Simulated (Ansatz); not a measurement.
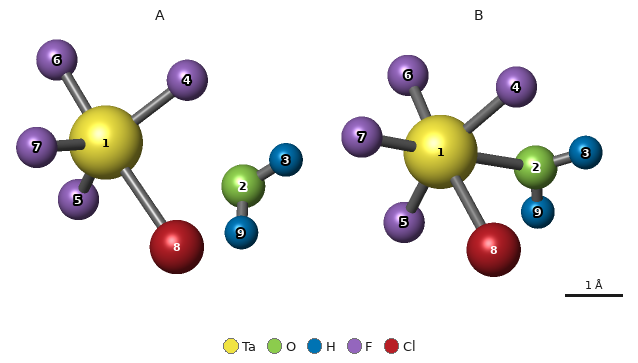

Two geometries of TaH$_{2}$OClF$_{4}$, drawn at one scale. One is the start of a relaxation, the other its converged end. Style: ball-and-stick. Shown from a free direction.

Theory: RKS PBE0/def2-SVP (Ansatz 0.2.0). (no spin polarisation; force threshold 0.03 eV/Å; at most 50 steps)

Q: Which one is relaxed?

A: Structure B is the relaxed one. The run prepares an end point of a later path (reaction) calculation, from a guessed geometry. Over 11 geometry steps the energy falls by 79.2 kJ/mol. The largest force component goes from 0.84 to 0.029 eV/Å. H9 moves most after the best rigid fit: 0.88 Å. By element the largest moves are H 0.88 Å, F 0.78 Å, O 0.70 Å, Ta 0.33 Å, Cl 0.30 Å. Some distances before and after: Ta1–O2 3.203 → 2.260 Å, Ta1–H3 3.581 → 2.861 Å, Ta1–H9 3.212 → 2.868 Å, Ta1–Cl8 2.436 → 2.354 Å. New bonds form, among them: Ta1–O2 (3.20 → 2.26 Å). Among the angles between lasting bonds that change: F4–Ta1–F5 131.8° → 150.7°, F4–Ta1–F7 115.5° → 104.6°, F5–Ta1–F7 112.7° → 104.6°.

Limits of the set-up: the start holds two separate molecules, 2.6 Å apart at their closest, whose relative position is a soft coordinate and is computed without a dispersion correction.
